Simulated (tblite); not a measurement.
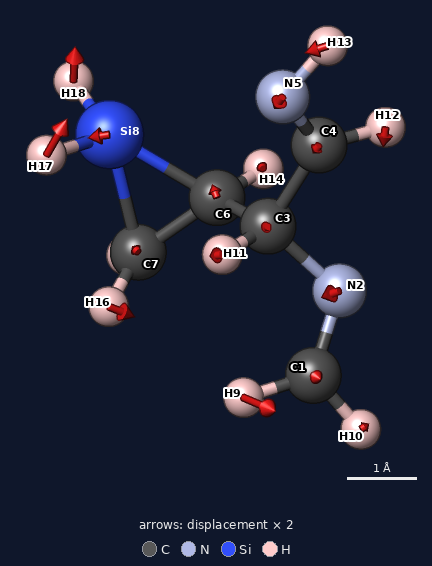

A relaxation of C5H10N2Si. The starting structure is drawn; red arrows show the displacements, 2 times their true length. The two geometries are superimposed by the best rigid fit.

A ball-and-stick model, seen at a tilt.

The calculation used tblite, GFN2-xTB geometry optimisation, gas phase. 

> Atoms of which element are displaced furthest, and by how much?

Hydrogen: up to 0.47 Å, against 0.18 Å for nitrogen.

> Describe the change and its energy.

After 72 geometry steps the energy has fallen by 0.766 eV. The atom that moves furthest after the best rigid fit is an H atom (0.47 Å). By element the largest moves are H 0.47 Å, N 0.18 Å, Si 0.17 Å, C 0.11 Å. Some distances before and after: C–Si 1.835 → 1.887 Å, C–N 1.305 → 1.254 Å, C–C 1.489 → 1.534 Å, C–N 1.471 → 1.434 Å. Among the angles between lasting bonds that change: C–Si–H 104.0° → 118.1°, C–Si–H 104.7° → 117.6°, Si–C–H 112.3° → 121.4°.
